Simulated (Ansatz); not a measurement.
# SnGe3O8: the cell at several levels of theory, part 1 of 3

Cell and atoms of SnGe3O8, rutile host are relaxed in turn with PBE, r2SCAN and PBEsol. This is a trial cell built on a prototype, not taken from a measured structure, and it needn't be the compound's ground state.

Program: Ansatz 0.2.0. PAW datasets, plane waves, zero pressure. Spin-unpolarised throughout. Whether this structure exists isn't addressed.

### 1 The structure to begin with

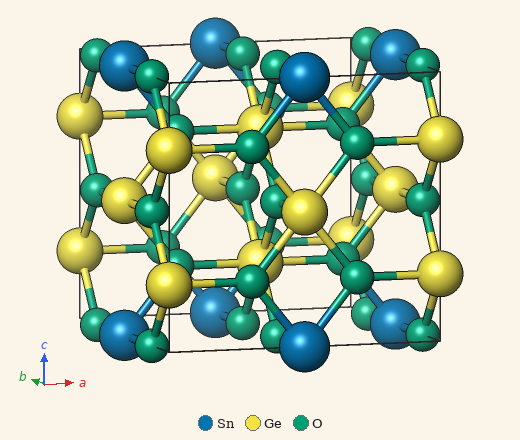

View slightly off an axis; tin blue, germanium yellow, oxygen teal. The conventional cell is drawn.

As a file:

```cif
data_structure
_symmetry_space_group_name_H-M 'Cmmm'
_symmetry_Int_Tables_number 65
_cell_length_a 6.4766
_cell_length_b 6.4766
_cell_length_c 6.1657
_cell_angle_alpha 90.000
_cell_angle_beta 90.000
_cell_angle_gamma 90.000
_cell_volume 258.63
loop_
_atom_site_label
_atom_site_type_symbol
_atom_site_symmetry_multiplicity
_atom_site_Wyckoff_symbol
_atom_site_fract_x
_atom_site_fract_y
_atom_site_fract_z
_atom_site_occupancy
Sn1 Sn 2 b 0.00000 0.50000 0.00000 1
Ge1 Ge 4 k 0.00000 0.00000 0.75000 1
O1 O 4 i 0.00000 0.19403 0.00000 1
O2 O 8 o 0.19403 0.50000 0.75000 1
Ge2 Ge 2 c 0.00000 0.50000 0.50000 1
O3 O 4 j 0.00000 0.19403 0.50000 1
```

### 2 Relaxation with PBE

File input.yaml:

```yaml
crystal:
  lattice:
    - [3.23829442, -3.23829442, 0.0]
    - [3.23829442, 3.23829442, 0.0]
    - [0.0, 0.0, 6.16568933]
  atoms:
    - { symbol: Sn, position: [0.5, 0.5, 0.0] }
    - { symbol: Ge, position: [0.0, 0.0, 0.75] }
    - { symbol: O, position: [0.1940277, 0.1940277, 0.0] }
    - { symbol: O, position: [0.8059723, 0.8059723, 0.0] }
    - { symbol: O, position: [0.6940277, 0.3059723, 0.75] }
    - { symbol: O, position: [0.3059723, 0.6940277, 0.75] }
    - { symbol: Ge, position: [0.5, 0.5, 0.5] }
    - { symbol: Ge, position: [0.0, 0.0, 0.25] }
    - { symbol: O, position: [0.1940277, 0.1940277, 0.5] }
    - { symbol: O, position: [0.8059723, 0.8059723, 0.5] }
    - { symbol: O, position: [0.6940277, 0.3059723, 0.25] }
    - { symbol: O, position: [0.3059723, 0.6940277, 0.25] }
kpoints:
  mp_grid: { grid: [6, 6, 4] }
hamiltonian:
  xc: pbe
scf:
  occupations: { method: fermi_dirac, width: 0.02 }
relax:
  f_tol: 0.005
  cell: {}
```

Log:

```text
Engine: ansatz 0.2.0, x86_64-unknown-linux-gnu
Pseudopotentials: kind: paw
Pseudopotential: Sn, paw, valence charge 14, recommended cutoff 420 eV (normal), Sn.paw.azcp
Pseudopotential: Ge, paw, valence charge 14, recommended cutoff 420 eV (normal), Ge.paw.azcp
Pseudopotential: O, paw, valence charge 6, recommended cutoff 420 eV (normal), O.paw.azcp
Functional definition: PBE
  parameter kappa = 0.804
  parameter beta = 0.06672455060314922
  exchange = pbe_x(kappa = kappa, mu = beta*pi^2/3)
  correlation = pbe_c(beta = beta)
Crystal: 12 atoms, lattice volume = 129.314 Å³
Basis set: ecut = 420 eV, 2517 PW (Γ), exchange–correlation on 64×64×90 points (8 copies of the dense FFT grid, shifted against one another)
Bands: 64, of which v1, the nominal top of the filled ones, is band 52 counted from 1 (51 counted from 0)
Symmetry: 8 space group operations
Space group: Cmmm (ITA 65), of the structure as read, at distance tolerance 5.1e-5 Å
k-points: 39 of 144
Non-local potential: Sn, projectors of the file, l = 0: 2, l = 1: 2, l = 2: 2, l = 3: 2
Non-local potential: Ge, projectors of the file, l = 0: 2, l = 1: 2, l = 2: 3, l = 3: 1
Non-local potential: O, projectors of the file, l = 0: 2, l = 1: 2, l = 2: 1
PAW form: soft (Blöchl's): semilocal exchange-correlation on the pseudo side does not see the compensation charge
PAW one-centre angular grid: Sn, 590 points (default); XC on 64 Gauss nodes
PAW one-centre angular grid: Ge, 590 points (default); XC on 64 Gauss nodes
PAW one-centre angular grid: O, 110 points (default); XC on 64 Gauss nodes
Initial density: superposition of atomic densities (neutral atoms: chi_scale 0, normalization atom), corrected by the library's trained network
Initial wavefunctions: pseudopotential atomic-orbital guess
Functional: x = pbe(κ = 0.804, μ = 0.2195149727645171), c = pbe(β = 0.06672455060314922)
SCF iter   1: F=—  HF=-23446.732027 eV  |F-HF|=—  |Δ(HF+E_count)|=         —  Δρ=1.91e-3  dr2=2.13e-3  ethr=1.77e-3  ⟨swp⟩=6.2  Hψ=9841  notcnv=0  defer=5
preconditioner: auto → Resta (q_TF=auto, 2.631 Å⁻¹)  ε∞=3.6  [insulator: Δε(μ)=0.352 eV  Ē_g=20.824 eV  σ=0.020 eV  W_gap=1.00  n_scr=36 (ndim 8)  ℏωp=33.3 eV  f_vac=0.022  D(μ)=0.00/eV (n_scr^D=0)  ε∞_Penn≈3.6]
SCF iter   2: F=—  HF=-23446.731657 eV  |F-HF|=—  |Δ(HF+E_count)|=   3.69e-4  Δρ=1.01e-3  dr2=6.04e-4  ethr=2.04e-6  ⟨swp⟩=2.0  Hψ=5047  notcnv=0  defer=164
SCF iter   3: F=—  HF=-23446.732499 eV  |F-HF|=—  |Δ(HF+E_count)|=   8.42e-4  Δρ=4.76e-4  dr2=2.54e-4  ethr=5.80e-7  ⟨swp⟩=2.0  Hψ=4272  notcnv=0  defer=164
SCF iter   4: F=—  HF=-23446.732510 eV  |F-HF|=—  |Δ(HF+E_count)|=   1.04e-5  Δρ=1.12e-4  dr2=1.35e-5  ethr=2.44e-7  ⟨swp⟩=2.0  Hψ=4270  notcnv=0  defer=164
SCF iter   5: F=—  HF=-23446.732657 eV  |F-HF|=—  |Δ(HF+E_count)|=   1.48e-4  Δρ=7.77e-5  dr2=6.26e-6  ethr=1.30e-8  ⟨swp⟩=2.0  Hψ=4272  notcnv=0  defer=164
SCF iter   6: F=—  HF=-23446.732654 eV  |F-HF|=—  |Δ(HF+E_count)|=   3.03e-6  Δρ=2.85e-5  dr2=6.47e-7  ethr=6.02e-9  ⟨swp⟩=2.0  Hψ=4272  notcnv=0  defer=164
SCF iter   7: F=—  HF=-23446.732655 eV  |F-HF|=—  |Δ(HF+E_count)|=   5.20e-7  Δρ=1.39e-5  dr2=1.99e-7  ethr=6.22e-10  ⟨swp⟩=2.0  Hψ=4272  notcnv=0  defer=164
SCF iter   8: F=-23446.732655 eV  HF=-23446.732655 eV  |F-HF|=6.66e-10  |Δ(HF+E_count)|=   6.66e-9  Δρ=4.10e-6  dr2=1.50e-8  ethr=9.62e-11  ⟨swp⟩=5.0  Hψ=8046  notcnv=0
SCF 1 converged in 8 iterations: F = -23446.732655 eV  dr2 = 1.50e-8
relax step   1: F+E_penalty+E_count = -23446.73265456 eV  Δ(F+E_penalty+E_count) = +0.000e0 eV  max|allowed force component| = 2.921e0 eV/Å  Δτ_max = 0.0000 Å  P = -4.454 GPa  Ω = 129.314 Å³  (8 SCF iters, dr2 threshold 1.00e-7 eV, accepted)
[... from here on, the SCF cycles and remarks between the steps are left out ...]
relax step   2: F+E_penalty+E_count = -23447.48446014 eV  Δ(F+E_penalty+E_count) = -7.518e-1 eV  max|allowed force component| = 6.084e-1 eV/Å  Δτ_max = 0.0786 Å  P = -4.428 GPa  Ω = 127.696 Å³  energy of the carried Pulay correction = +8.235e-3 eV  (7 SCF iters, dr2 threshold 1.20e-6 eV, accepted)
relax step   3: F+E_penalty+E_count = -23447.60468532 eV  Δ(F+E_penalty+E_count) = -1.202e-1 eV  max|allowed force component| = 2.090e-1 eV/Å  Δτ_max = 0.0333 Å  P = +0.411 GPa  Ω = 124.791 Å³  energy of the carried Pulay correction = +2.329e-2 eV  (7 SCF iters, dr2 threshold 1.20e-6 eV, accepted)
relax step   4: F+E_penalty+E_count = -23447.60910590 eV  Δ(F+E_penalty+E_count) = -4.421e-3 eV  max|allowed force component| = 9.231e-2 eV/Å  Δτ_max = 0.0042 Å  P = +0.087 GPa  Ω = 125.107 Å³  energy of the carried Pulay correction = +2.164e-2 eV  (5 SCF iters, dr2 threshold 1.20e-6 eV, accepted)
relax step   5: F+E_penalty+E_count = -23447.60986261 eV  Δ(F+E_penalty+E_count) = -7.567e-4 eV  max|allowed force component| = 3.539e-2 eV/Å  Δτ_max = 0.0044 Å  P = -0.028 GPa  Ω = 125.320 Å³  energy of the carried Pulay correction = +2.053e-2 eV  (5 SCF iters, dr2 threshold 5.33e-7 eV, accepted)
relax step   6: F+E_penalty+E_count = -23447.60982723 eV  Δ(F+E_penalty+E_count) = +3.538e-5 eV  max|allowed force component| = 8.314e-3 eV/Å  Δτ_max = 0.0017 Å  P = +0.000 GPa  Ω = 125.361 Å³  energy of the carried Pulay correction = +2.031e-2 eV  (5 SCF iters, dr2 threshold 7.83e-8 eV, accepted)
relax step   7: F+E_penalty+E_count = -23447.60983213 eV  Δ(F+E_penalty+E_count) = -4.901e-6 eV  max|allowed force component| = 5.681e-5 eV/Å  Δτ_max = 0.0002 Å  P = -0.000 GPa  Ω = 125.361 Å³  energy of the carried Pulay correction = +2.031e-2 eV  (4 SCF iters, dr2 threshold 4.32e-9 eV, accepted)
relax step   8: F+E_penalty+E_count = -23447.59538690 eV  Δ(F+E_penalty+E_count) = +1.445e-2 eV  max|allowed force component| = 1.350e-3 eV/Å  Δτ_max = 0.0000 Å  P = -0.207 GPa  Ω = 125.361 Å³  stress off target by 3.93e-1 GPa  SCF on the basis re-selected at this cell (its energy is not comparable with the rows above)  (7 SCF iters)
relax step   9: F+E_penalty+E_count = -23447.59602567 eV  Δ(F+E_penalty+E_count) = -6.388e-4 eV  max|allowed force component| = 3.660e-3 eV/Å  Δτ_max = 0.0001 Å  P = +0.013 GPa  Ω = 125.255 Å³  energy of the carried Pulay correction = +5.059e-4 eV  (4 SCF iters, dr2 threshold 3.86e-7 eV, accepted)
relax step  10: F+E_penalty+E_count = -23447.59552787 eV  Δ(F+E_penalty+E_count) = +4.978e-4 eV  max|allowed force component| = 3.586e-3 eV/Å  Δτ_max = 0.0000 Å  P = +0.009 GPa  Ω = 125.255 Å³  stress off target by 1.34e-2 GPa  SCF on the basis re-selected at this cell (its energy is not comparable with the rows above)  (6 SCF iters)
basis re-selected at this cell: Δ(F+E_penalty+E_count) = +4.978e-4 eV, ΔP = -0.004 GPa vs the last step (what re-selecting the basis moved, of the pressure what is left beyond the Pulay correction that the steps carried, after the strain that the cell walked since its last selection, with what the two solves' SCF thresholds leave and, on support functions, any second-order correction that the steps lacked; it is no measure of the basis error at this ecutwfc). This SCF's stress stands 1.34e-2 GPa from its target on what of the cell is left free (relax.cell.stress_tol is 5.00e-2 GPa) and its largest allowed force component is 3.59e-3 eV/Å (relax.f_tol is 5.00e-3 eV/Å): within both
SCF converged after 6 iterations
Free energy (F): -23447.595528 eV
Harris-Foulkes:  -23447.595528 eV  (|F-HF|=3.64e-12)
Internal energy: -23447.595528 eV  (E = F + TS)
E sigma→0 (E₀):  -23447.595528 eV
Fermi energy:    9.878221 eV
--- Per-component energies (eV) ---
  E_band       = -412.993491
  E_kinetic    = 1931.543217
  E_local      = -9944.288824  (includes V_loc(G=0)·N_el)
  E_nonlocal   = 1631.641780
  E_hartree    = 4320.189994
  E_xc         = -1192.202199
  E_vxc        = -1036.295518  (∫ρ·V_xc dr)
  E_paw        = -11496.107492  (= ΣΔE_a)
  E_vpaw       = -1635.995029  (= ΣTr[D̂ρ^β])
  E_aug_tail   = 0.021009  (compensation charges beyond the density's cutoff)
  E_ewald      = -8698.393013
  E_smearing   = -0.000000  (= −TS)
  E_closure    = -0.000000  (closes the sum)
  Σ components = -23447.595528   (vs F -23447.595528, Δ=0.00e0)
--- Forces (eV/Å), atoms counted from 1 ---
  atom   1  Sn    -0.00000000     0.00000000     0.00000000
  atom   2  Ge    -0.00000000     0.00000000    -0.00066414
  atom   3  O     -0.00192366     0.00000000    -0.00000000
  atom   4  O      0.00192366    -0.00000000     0.00000000
  atom   5  O      0.00000000    -0.00358610    -0.00235992
  atom   6  O     -0.00000000     0.00358610    -0.00235992
  atom   7  Ge    -0.00000000     0.00000000     0.00000000
  atom   8  Ge     0.00000000    -0.00000000     0.00066414
  atom   9  O     -0.00213542    -0.00000000    -0.00000000
  atom  10  O      0.00213542     0.00000000     0.00000000
  atom  11  O      0.00000000    -0.00358610     0.00235992
  atom  12  O     -0.00000000     0.00358610     0.00235992
  max |Σ_I F_I| component: 7.37e-18 eV/Å
--- Stress (GPa, compression-positive) ---
        0.013418       0.000000       0.000000
        0.000000       0.010642       0.000000
        0.000000       0.000000       0.003859
  P = ⅓ Tr σ = 0.0093 GPa (0.093 kbar)
--- Band table (eV; the first three rows and the last of 39) ---
  k-point 0: bands = ["-15.0015", "-14.9584", "-14.9331", "-14.8482", "-14.8342", "-14.7562", "-14.7445", "-14.7272", "-14.7032", "-14.7012", "-14.6946", "-14.6896", "-14.6819", "-14.6563", "-14.6535", "-11.5395", "-11.4944", "-11.0455", "-10.8459", "-10.8406", "-10.5940", "-8.8486", "-8.5757", "-8.4083", "-8.0430", "-7.2253", "-7.1746", "-6.9878", "-0.2391", "0.5013", "1.3913", "3.9704", "4.2735", "4.5519", "4.7013", "4.7228", "4.7850", "4.9796", "5.5036", "5.8014", "6.4883", "6.4935", "7.1555", "7.3056", "7.5305", "7.5639", "7.7594", "7.7847", "7.7859", "8.6213", "8.7363", "9.4400", "10.3163", "14.7313", "14.8721", "15.2865", "15.5682", "16.2205", "19.1362", "19.6043", "19.7903", "19.8181", "20.2409", "20.4177"]
[... 3 lines left out ...]
--- Relaxed structure (8 steps of the walk, 8 accepted, 2 SCFs on fresh bases) ---
  F+E_penalty+E_count = -23447.59552787 eV   max|allowed force component| = 3.586e-3 eV/Å   (the final SCF, on the basis selected at the relaxed cell)
  cell:  # Å, volume = 125.2551 Å³
    - [3.2562333356868436, -3.2100278069288923, 0.0]
    - [3.2562333356868436, 3.2100278069288923, 0.0]
    - [0.0, 0.0, 5.991576027493954]
  atoms:
    - { symbol: Sn, position: [0.49999999999999994, 0.49999999999999994, -5.636180566802321e-19] }
    - { symbol: Ge, position: [5.301103658662128e-20, 3.906076380066831e-20, 0.7433014585567301] }
    - { symbol: O, position: [0.1813185485371471, 0.1813185485371471, -5.636180566802321e-19] }
    - { symbol: O, position: [0.818681451462853, 0.818681451462853, -5.636180566802321e-19] }
    - { symbol: O, position: [0.6990605072000478, 0.30093949279995214, 0.7340349840345225] }
    - { symbol: O, position: [0.30093949279995214, 0.6990605072000478, 0.7340349840345225] }
    - { symbol: Ge, position: [0.49999999999999994, 0.49999999999999994, 0.5] }
    - { symbol: Ge, position: [5.301103658662128e-20, 3.906076380066831e-20, 0.25669854144326987] }
    - { symbol: O, position: [0.1933477453969437, 0.1933477453969437, 0.5] }
    - { symbol: O, position: [0.8066522546030562, 0.8066522546030562, 0.5] }
    - { symbol: O, position: [0.6990605072000478, 0.30093949279995214, 0.2659650159654776] }
    - { symbol: O, position: [0.30093949279995214, 0.6990605072000478, 0.2659650159654776] }
```

Run time: 9 s. Hardware: 1 × NVIDIA H100 80GB HBM3 with 2 threads of AMD EPYC 7R13 (Zen 3), shared host; peak host memory 1.3 GiB.

The steps:

```csv
step,energy change (meV/atom),largest force (eV/Å),pressure (GPa),volume (Å³/atom)
1,0.0,2.9207,-4.45,10.776
2,-62.7,0.6084,-4.43,10.641
3,-72.7,0.2090,0.41,10.399
4,-73.0,0.0923,0.09,10.426
5,-73.1,0.0354,-0.03,10.443
6,-73.1,0.0083,0.00,10.447
7,-73.1,0.0001,0.00,10.447
8,-71.9,0.0014,-0.21,10.447
9,-71.9,0.0037,0.01,10.438
10,-71.9,0.0036,0.01,10.438
```

Step 8 solves the same cell on a plane-wave basis chosen anew, so the energy can jump there without a move.

The table lists every geometry solved, with passes on a fresh basis, whose energies don't compare exactly with the rows above.

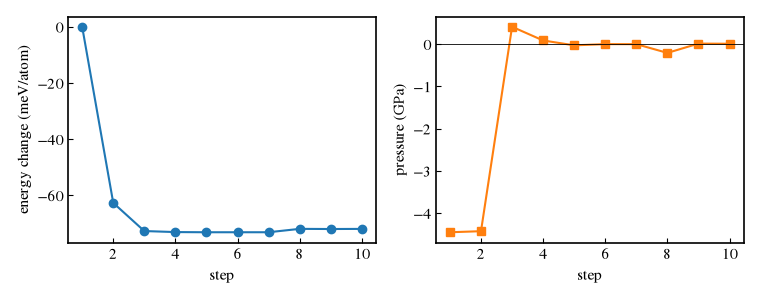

Energy (left) and pressure (right) by step.

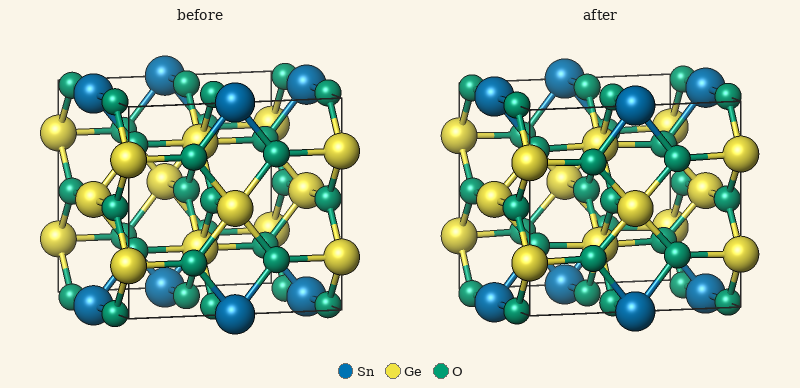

Before and after, at one scale.

```
                       before   after   change
                a (Å)   6.477   6.420  -0.87 %
                b (Å)   6.477   6.512  +0.55 %
                c (Å)   6.166   5.992  -2.82 %
     volume (Å³/atom)  10.776  10.438  -3.14 %
shortest distance (Å)   1.982   1.897  -4.26 %
          space group    Cmmm    Cmmm     same
```

(Continued in part 2 of 3.)
